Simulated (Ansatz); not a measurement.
```tsv
atom	x (Å)	y (Å)	z (Å)
Si	-0.0297	0.0198	-0.9878
H	1.1751	0.1745	1.3409
H	1.6842	-0.0552	0.8156
H	-0.7436	0.9880	-0.0326
Cl	-1.1947	-1.6738	-0.5054
```

Theory: RKS B3LYP/def2-SVP in Ansatz.

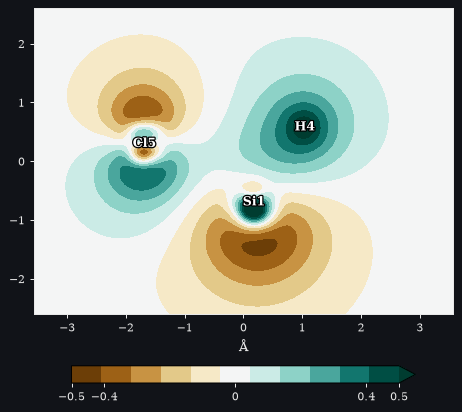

ClHSi···H2. One frontier orbital on the plane of atoms H4, Si1 and Cl5 (values in Å⁻³ᐟ²; the overall sign is arbitrary).

Question: Which orbital is it: HOMO or LUMO?

Answer: The HOMO, at −6.63 eV. Its weight (Hirshfeld) is mainly on Si1 (about 60 %), Cl5 (about 20 %) and H4 (about 15 %).
